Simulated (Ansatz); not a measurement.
**C2H7BOS: density, localisation and related maps**

Input file:

```
crystal:
  periodic: [false, false, false]
  atoms:
    - { symbol: C, position_ang: [-1.1357, 1.1362, -0.1126] }
    - { symbol: B, position_ang: [-0.5248, -0.2083, -0.5321] }
    - { symbol: C, position_ang: [0.7194, -0.7712, 0.2351] }
    - { symbol: O, position_ang: [0.5454, -0.8655, 1.6146] }
    - { symbol: S, position_ang: [2.1691, 0.3385, 0.0005] }
    - { symbol: H, position_ang: [-0.4492, 2.0174, -0.2571] }
    - { symbol: H, position_ang: [-1.4818, 1.1444, 0.9398] }
    - { symbol: H, position_ang: [-2.0272, 1.3916, -0.7763] }
    - { symbol: H, position_ang: [-0.9974, -0.829, -1.3582] }
    - { symbol: H, position_ang: [1.0272, -1.7676, -0.1437] }
    - { symbol: H, position_ang: [-0.0634, -1.7101, 1.764] }
    - { symbol: H, position_ang: [2.2954, 0.0683, -1.3401] }
basis:
  gaussian: { orbitals: "6-31G*" }
hamiltonian:
  xc: pbe
relax:
  f_tol: 0.02
  max_steps: 50
output:
  orbitals: {}
```

Command:

```sh
ansatz run input.yaml --threads 2 --pin off --max-ram 3072MiB --backend cpu --events-out ev --progress --plain --runs-dir out
```

The fields are those of the run's last geometry, not of the input's.

Level of theory: Ansatz, RKS PBE/6-31G*.

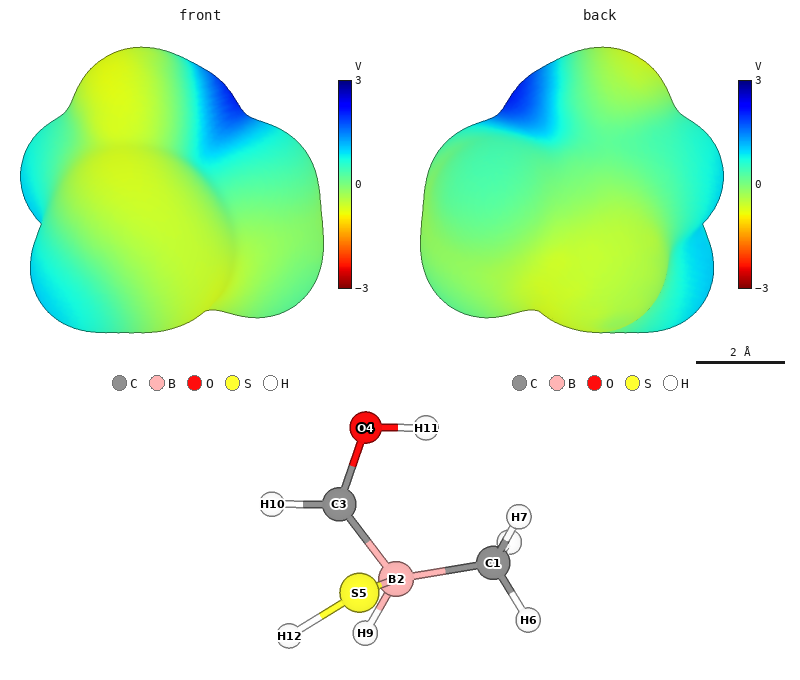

Figure 1. The electrostatic potential painted on the density surface at 0.001 e/bohr³, seen from the front and from behind; the colour scale runs from red (negative) to blue (positive). The bare structure is drawn below in the same view.

Q: Describe the electrostatic potential map.

A: The most negative region (about −0.7 V) lies over O4, the most positive (about +2.0 V) over H11.

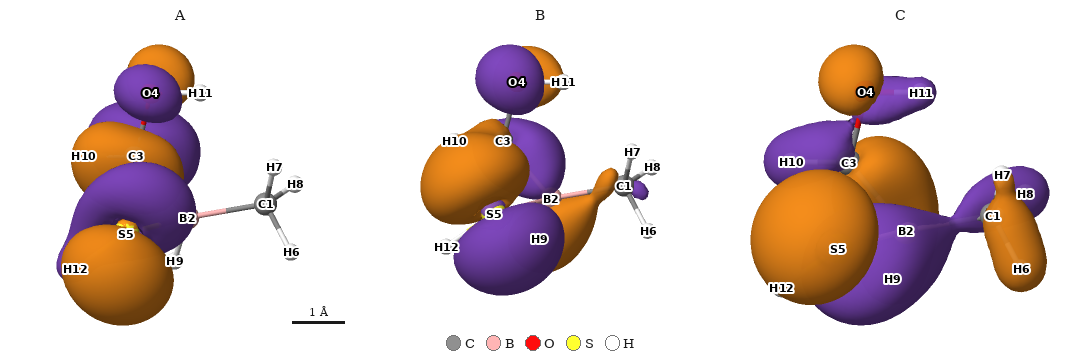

Figure 2. Three frontier orbitals at ±0.1 Å⁻³ᐟ² (orange and purple are the two phases), in no order.

Q: Order the three orbitals by energy and name them.

A: C is the HOMO−1 (−6.61 eV). It lies mainly on S5 (about 45 %), B2 (about 15 %), C3 (about 15 %) and O4 (about 5 %). B is the HOMO (−6.02 eV). Its weight (Hirshfeld) is mainly on S5 (about 50 %), O4 (about 15 %), C3 (about 15 %) and B2 (about 10 %). A is the LUMO (−1.62 eV). It lies mainly on C3 (about 40 %), S5 (about 35 %) and O4 (about 10 %).

Q: What is the HOMO–LUMO gap?

A: 4.40 eV between the orbital energies.

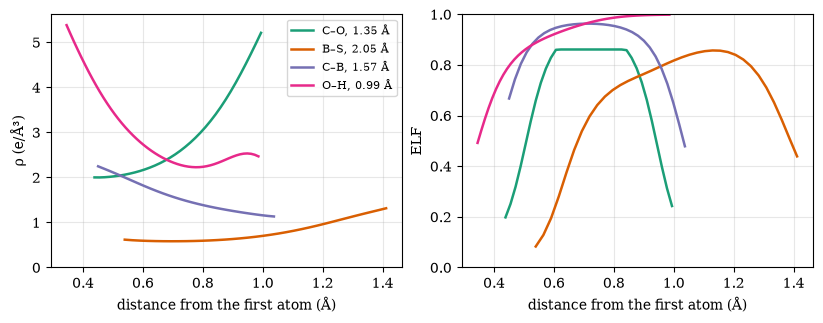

Figure 3. Total electron density and ELF along straight lines between neighbouring atoms. The curves leave out the atomic cores.

Q: What kind of bonding do the profiles show?

A: C–O (1.35 Å): ρ is about 2.4 e/Å³ halfway, with its minimum of 2 e/Å³ about 0.5 Å from C; the ELF peaks at about 0.85 between the atoms: a polar covalent bond.
B–S (2.05 Å): ρ at the midpoint is about 0.73 e/Å³, with its minimum of 0.58 e/Å³ about 0.7 Å from B; the ELF peaks at about 0.85 between the atoms; a shared electron pair.
C–B (1.57 Å): the density is about 1.4 e/Å³ at the midpoint; the ELF peaks at about 0.95 between the atoms, as expected for a shared electron pair.
O–H (0.99 Å): ρ at the midpoint is about 3.5 e/Å³; the ELF climbs to about 1 towards the hydrogen, as it does in any bond to H; a covalent bond by its length.

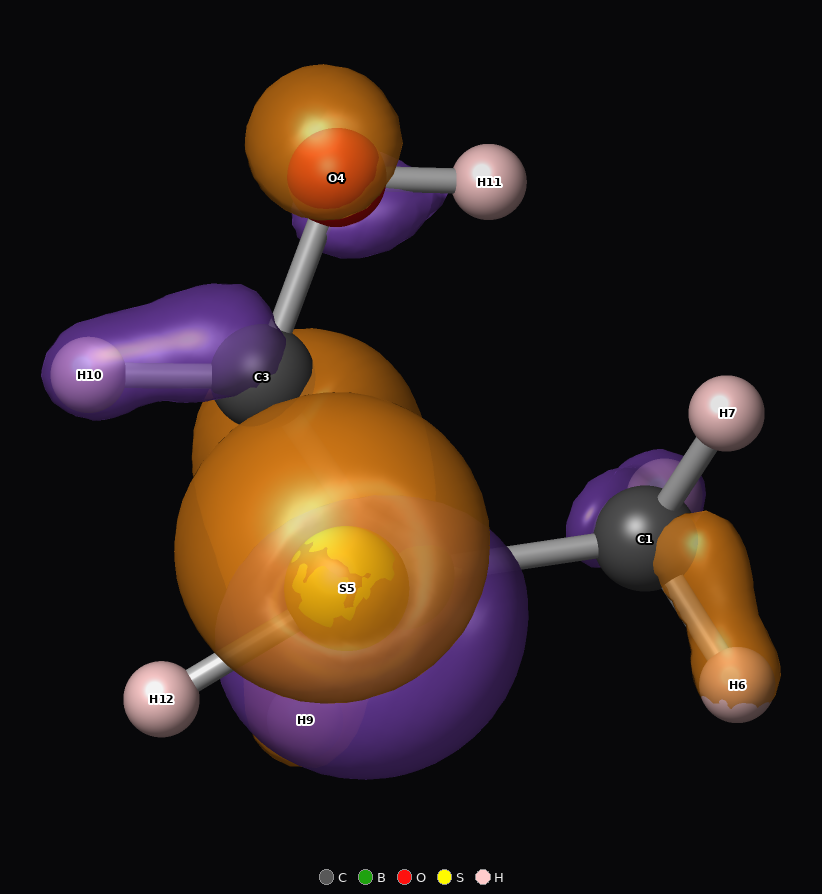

Figure 4. The HOMO−1 at ±0.15 Å⁻³ᐟ² (orange and purple are the two phases), seen at a tilt.

Q: Describe this orbital and give its energy.

A: It lies mainly on S5 (about 45 %), B2 (about 15 %), C3 (about 15 %) and O4 (about 5 %). Its energy is −6.61 eV.
